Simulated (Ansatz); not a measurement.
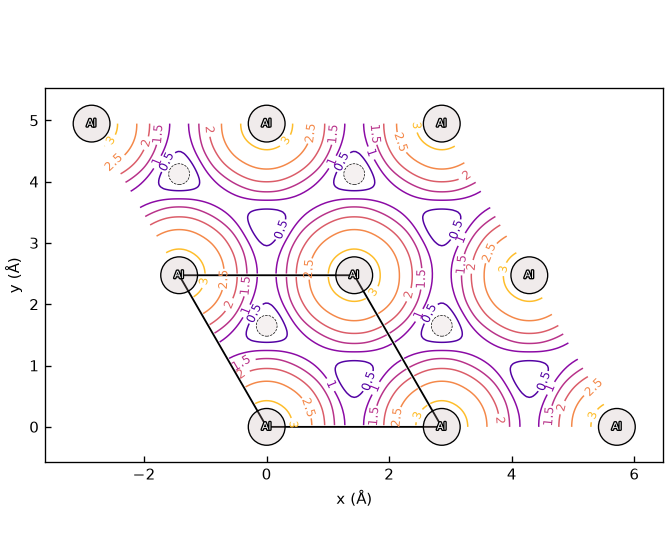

Energy landscape of C on an Al(111) slab cut from the Fm-3m phase, its upper half relaxed before the scan (12 atoms of substrate and one adsorbate in a 2 × 2 cell). C is moved over the surface cell; relaxed at each place: the height of the adsorbate's atoms; substrate rigid; the origin of the map has the adsorbate above Al9. Places are given modulo a cell vector. The map is drawn in real space over the plane of the surface. The scan uses a 6 × 6 grid; 10 points were computed and 26 follow by symmetry. Places are given in fractions of the 1 × 1 surface cell. Energies: eV, counted from the lowest grid point. Theory: DFT PBE, scalar-relativistic, plane waves, PAW in Ansatz 0.2.0. Settings: cutoff 420 eV, k-mesh 6×6×1, gaussian smearing 0.1 eV, no spin polarisation.

Drawn: contour lines labelled in eV, labelled circles for the atoms of the top layer and small ones for the second layer, the outline of one cell of the 2 × 2 shown. Between grid points the surface is interpolated. 

Q: Summarise what can be read from the map.

A: The lowest grid point is at a threefold hollow over a second-layer Al atom, (2/6, 4/6) of the cell vectors. A higher local minimum lies near a threefold hollow over a third-layer Al atom, (4/6, 2/6) of the cell vectors (0.09 eV above the lowest at that grid point). The highest grid point, the top site over a surface Al atom, (0/6, 0/6) of the cell vectors, lies 3.23 eV above the lowest. On the interpolated surface the easiest way out of the lowest well to the well at a threefold hollow over a third-layer Al atom, (4/6, 2/6) of the cell vectors passes a barrier of about 0.81 eV. At the lowest point the adsorbate has 3 Al at 1.91 Å as nearest neighbours, at the highest 1 Al at 1.89 Å. Its relaxed height above the top atom is 0.97 Å at the lowest and 1.89 Å at the highest point.

The values on the grid:

```csv
"second ↓, first →",0/6,1/6,2/6,3/6,4/6,5/6
5/6,2.94,2.32,0.99,0.99,2.32,2.94
4/6,1.99,0.99,0.00,0.99,1.99,2.31
3/6,0.81,0.99,0.99,0.81,1.00,1.00
2/6,1.99,2.32,1.99,1.00,0.09,1.00
1/6,2.94,2.94,2.31,1.00,1.00,2.31
0/6,3.23,2.94,1.99,0.81,1.99,2.94
```

The whole map (10 points run) took 4.9 min on 4 threads of Intel(R) Xeon(R) Platinum 8175M CPU @ 2.50GHz (Skylake/Cascade Lake), with other jobs on the host.

PAW datasets: the set soft_1.
